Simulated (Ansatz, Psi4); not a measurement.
Predicting a hybrid from its neighbours: C2H4OS (thioacetic acid)

C2H4OS: 8 atoms, total charge 0, spin state singlet. As SMILES, `CC(=O)S`. Geometry: relaxed at PBE0-D4/def2-TZVP. This is one conformer, not always the lowest.

The HOMO–LUMO gap y, in eV, basis def2-SVP; a is the functional's share of exact exchange. Programs: Ansatz 0.2.0, Psi4 1.11.

| functional | program | a | y (eV) |
| --- | --- | --- | --- |
| r2SCAN | Ansatz | 0 | 5.10 |
| PBE | Ansatz | 0 | 4.56 |
| TPSSh | Psi4 | 0.1 | 5.80 |
| B3LYP | Ansatz | 0.2 | ? |
| r2SCAN0 | Ansatz | 0.25 | 7.53 |
| PBE0 | Ansatz | 0.25 | 7.17 |
| BHLYP | Ansatz | 0.5 | 9.69 |

Task: Fit y = c + s·a to the known rows and predict B3LYP.

Result: 
1. Means of the 6 rows: a = 0.1833, y = 6.642.
2. Σ(Δa)² = 0.18333, Σ(Δa·Δy) = 1.7942, so the slope is 1.7942/0.18333 = 9.7867.
3. Intercept: 6.642 − (9.7867) × 0.1833 = 4.848. The largest residual of the fit is 0.29.
4. B3LYP: 4.848 + (9.7867) × 0.2 = 6.81 eV.

The run gave 6.67 eV, so the prediction is off by +0.14 eV, within the largest residual. Exact exchange lowers occupied levels and raises empty ones. The rows mix families of semi-local functionals, which the line can't see.

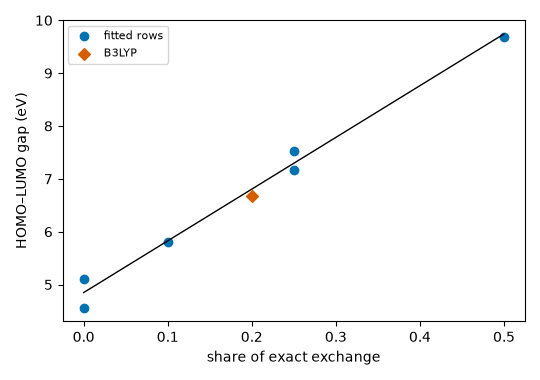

The fitted line, with the withheld row.
